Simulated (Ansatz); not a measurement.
HgSe (zinc blende)

```
CELL_PARAMETERS angstrom
      0.00000     3.12999     3.12999
      3.12999     0.00000     3.12999
      3.12999     3.12999     0.00000
ATOMIC_POSITIONS crystal
  Se 0.75000 0.75000 0.75000
  Hg 0.00000 0.00000 0.00000
```

The volume is varied about the relaxed value V₀ at fixed cell shape. Symmetry pins the atoms to their sites.

All values below come from PBE (plane waves to 420 eV, PAW, scalar-relativistic; Ansatz, an electronic-structure program). k mesh 13×13×13 (Γ-centred), Fermi-Dirac smearing 0.05 eV. The energy includes the smearing's −TS. At this level the bands of HgSe touch or barely overlap. HgSe was relaxed with its symmetry unable to fall. Spin-orbit coupling is left out, though Hg is heavy. The relaxed volume of HgSe is well above the measured one; the method has no dispersion term. ΔE is measured from the relaxed starting cell.

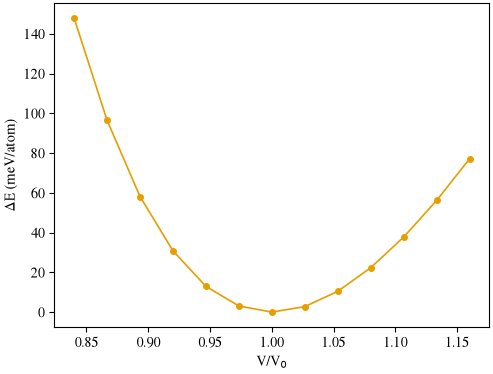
Figure: ΔE (meV/atom) against V/V₀; markers are the computed points, lines only join them.

Question: What is ΔE at V/V₀ = 0.840?

Answer: About 150 meV/atom.

Question: What is ΔE at V/V₀ = 1.160?

Answer: About 77 meV/atom.

Question: What bulk modulus B₀ follows from a third-order Birch-Murnaghan fit?

Answer: About 42 GPa.

(Under strain, the slope of the energy per volume gives the stress and its curvature an elastic modulus.)
